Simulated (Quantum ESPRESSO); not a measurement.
# How PbF2 (Fluorocronite) absorbs and reflects light, part 3 of 3

Wanted: where PbF2 (Fluorocronite) starts to absorb, how strongly, and its refractive index. The cell comes from an older database entry, whose edges can differ from later determinations, mostly by under a per cent.

Quantum ESPRESSO 7.5; DFT, PBE, plane waves with norm-conserving potentials (PseudoDojo), scalar-relativistic, independent-particle optical response without local fields and without the non-local commutator.

So far. Step 2 (Ground state): There is a gap, 4.47 eV on this mesh (points off the mesh can give less), so no carriers' term is needed.

The database entry behind the starting cell differs from later determinations by our own check (0.1 to 0.3 % short, probably kX units), so it need not match the best structure at ambient conditions.

### 5. Dielectric function

With the density converged, the vertical transitions are summed over the zone.

This step: DFT, PBE, plane waves with norm-conserving potentials (PseudoDojo), scalar-relativistic, independent-particle optical response without local fields and without the non-local commutator (Quantum ESPRESSO 7.5).

Input file epsilon.in:

```
&inputpp
  prefix = 'x'
  outdir = './tmp'
  calculation = 'eps'
/
&energy_grid
  smeartype = 'gauss'
  intersmear = 0.2
  wmin = 0.0
  wmax = 22
  nw = 500
/
```

Launch:

```console
$ mpirun -n 4 epsilon.x -nk 4 -in epsilon.in
```

What it wrote:

```text
[banner, memory and clock lines left out]

     Broadcasting variables...

     IMPORTANT: XC functional enforced from input :
     Exchange-correlation= PBE
                           (   1   4   3   4   0   0   0)
     Any further DFT definition will be discarded

     G-vector sticks info

     Fermi energy [eV] is:  5.26045
     The system is a dielectric...
     metallic system: redefining wmin =     0.000000

     Performing eps calculation...

     xx,yy,zz plasmon frequences [eV] are:    13.819955455   13.819955653   13.819955417
```

Wall time 2 s (4 MPI ranks of Arm Neoverse V2, shared host); peak memory 0.06 GiB.

This step gave:

| Quantity | Value |
| --- | --- |
| electronic dielectric constant ε∞, mean over x, y and z (by symmetry where fewer were run) | 3.474 |
| main peak of Im epsilon, first axis | 5.368 eV |
| centre of weight of the strongest loss peak in the window | 11.51 eV |

Some rows of epsi_x.dat:

```text
# energy grid [eV]     epsi_x  epsi_y  epsi_z
#
    0.176352705    0.001712066    0.001712066    0.001712066
    1.234468938    0.013002424    0.013002427    0.013002425
    2.292585170    0.030312955    0.030312960    0.030312956
    3.350701403    0.070811753    0.070811760    0.070811754
    4.408817635    0.340943417    0.340943426    0.340943418
    5.466933868    6.184435012    6.184435024    6.184435014
    6.525050100    3.190379430    3.190379444    3.190379433
    7.583166333    3.934770996    3.934771013    3.934770999
    8.641282565    2.160233349    2.160233368    2.160233352
    9.699398798    2.180718636    2.180718658    2.180718639
   10.757515030    0.909287962    0.909287987    0.909287965
   11.815631263    0.534609512    0.534609539    0.534609514
   12.873747495    0.792760742    0.792760772    0.792760744
   13.931863727    0.801151034    0.801151067    0.801151035
   14.989979960    0.297617229    0.297617265    0.297617229
   16.048096192    0.849437251    0.849437291    0.849437249
   17.106212425    1.283055309    1.283055351    1.283055304
   18.164328657    1.131399046    1.131399091    1.131399037
   19.222444890    1.176169372    1.176169420    1.176169358
   20.280561122    0.527598830    0.527598881    0.527598809
   21.338677355    0.548478219    0.548478271    0.548478187
```

The Im ε, any direction has structure finer than the step of the table below, so its rows give means over 2 eV, whole bins alone (the curve runs from 0 to 22 eV). Peaks (eV: height): 5.4: 7.27, 6.3: 4.88, 6.9: 6.57, 9.4: 3.37, 17.5: 1.74.

Values under the direct gap are tails of Lorentzian lines. The Im ε, any direction by photon energy; means over each step:

```
photon energy (eV)  Im ε, any direction
                 2               0.0265
                 4                0.477
                 6                 4.55
                 8                 3.72
                10                 1.71
                12                0.712
                14                0.621
                16                0.767
                18                 1.29
                20                0.787
```

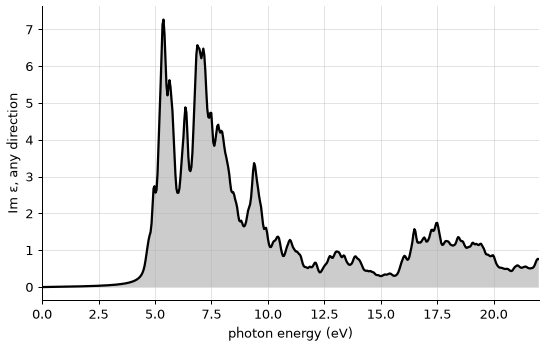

Im ε, any direction, plotted against photon energy.

The Re ε, any direction by photon energy:

| photon energy (eV) | Re ε, any direction |
| --- | --- |
| 0 | 3.47 |
| 2 | 3.69 |
| 4 | 4.92 |
| 6 | 2.95 |
| 8 | -0.405 |
| 10 | -0.626 |
| 12 | 0.564 |
| 14 | 0.633 |
| 16 | 1.68 |
| 18 | 0.700 |
| 20 | 0.179 |
| 22 | 0.472 |

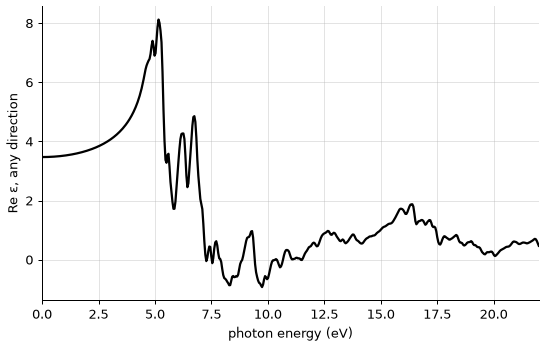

Re ε, any direction, plotted against photon energy.

Refractive index n and extinction k against photon energy:

```
photon energy (eV)      n        k
                 0   1.86        0
                 2   1.92  0.00635
                 4   2.22   0.0335
                 6   1.85    0.692
                 8   1.37     1.51
                10  0.651     1.02
                12  0.827    0.348
                14  0.901    0.423
                16   1.33    0.302
                18   1.03    0.598
                20  0.720    0.583
                22  0.826    0.459
```

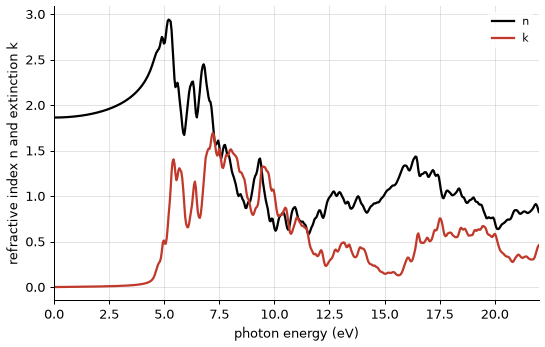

Refractive index n and extinction k, plotted against photon energy.

The reflectivity at normal incidence, any direction has structure finer than the step of the table below, so its rows give means over 2 eV, whole bins alone (the curve runs from 0 to 22 eV). Peaks (eV: height): 5.3: 30.3, 6.3: 23.3, 7.2: 32.9, 8.3: 32.0, 9.7: 33.6, 10.5: 23.0, 11.5: 18.1.

The reflectivity at normal incidence, any direction by photon energy; means over each step:

```
photon energy (eV)  reflectivity at normal incidence, any direction (%)
                 2                                                 10.1
                 4                                                 15.4
                 6                                                 23.0
                 8                                                 27.7
                10                                                 21.3
                12                                                 8.17
                14                                                 3.49
                16                                                 3.39
                18                                                 8.22
                20                                                 9.04
```

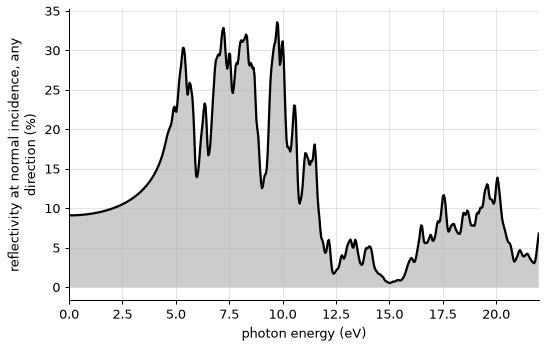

Reflectivity at normal incidence, any direction against photon energy.

The loss function −Im 1/ε at q → 0, any direction has structure finer than the step of the table below, so its rows give means over 1 eV, whole bins alone (the curve runs from 0 to 22 eV). Peaks (eV: height): 8.9: 0.597, 10.7: 1.18, 11.6: 1.68, 12.2: 1.07, 13.4: 0.856, 14.2: 0.909, 20.2: 1.54.

Values under the direct gap are tails of Lorentzian lines. Table of loss function −Im 1/ε at q → 0, any direction by energy loss; means over each step:

```
energy loss (eV)  loss function −Im 1/ε at q → 0, any direction
               1                                         8.3e-4
               2                                        0.00181
               3                                        0.00323
               4                                        0.00672
               5                                         0.0499
               6                                          0.155
               7                                          0.151
               8                                          0.271
               9                                          0.441
              10                                          0.619
              11                                          0.971
              12                                           1.05
              13                                          0.633
              14                                          0.715
              15                                          0.326
              16                                          0.207
              17                                          0.398
              18                                          0.601
              19                                          0.723
              20                                           1.20
              21                                          0.935
```

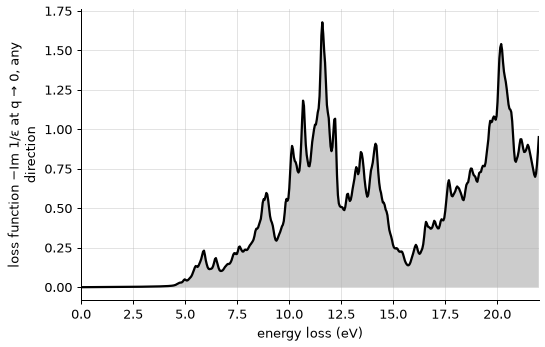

Loss function −Im 1/ε at q → 0, any direction against energy loss.

At chosen wavelengths:

```csv
wavelength (nm),n,k,R (%),1/α
1064,1.88,0.003,9.4,26 µm
800,1.90,0.005,9.6,14 µm
633,1.92,0.006,9.9,8.2 µm
365,2.07,0.018,12.2,1.6 µm
308,2.23,0.035,14.5,708 nm
248,2.68,0.498,22.3,40 nm
193,1.95,1.111,21.5,14 nm
```

Below the direct gap, k and the depth come from the tails of the Lorentzian lines, not from transitions.

### 6. Outcome

| Quantity | Value |
| --- | --- |
| electronic dielectric constant ε∞, mean over x, y and z (by symmetry where fewer were run) (independent particles) | 3.47 |
| main peak of Im epsilon, first axis | 5.37 eV |
| centre of weight of the strongest loss peak in the window, first axis | 11.5 eV |

In words: At this level (PBE, independent particles) PbF2 has ε∞ = 3.47 and n = 1.87 at 1550 nm, and Im ε peaks at 5.4 eV. Distinct maxima of Im ε, read by a parabola through the highest points, lie at 5.37 eV (7.3), 5.64 eV (5.6), 6.36 eV (4.9) and 6.89 eV (6.6). Excitons and phonon-assisted transitions are missing, and so are local fields; PBE gaps are as a rule too small, which pulls the onset down and ε∞ up, while the missing spin-orbit coupling works the other way with such heavy atoms. Spin-orbit coupling is left out although heavy atoms are present. epsilon.x leaves out the commutator of the non-local potential, so its intensities are off, as a rule too high. The sum runs over mesh points, so small or evenly spaced maxima can still be ripples of the mesh.

[Machine, clock, banner and «Message from routine» lines are left out of the logs.]

[Logs are printed without paths, hosts, clocks, repeated set-up lines and the standing remarks that a program may print on its own settings, such as how far it seeks lower states.]

[Hosts, paths, dates, database ids (printed as entryN), source tags and the programs' standing remarks are cut or masked in the printed files.]
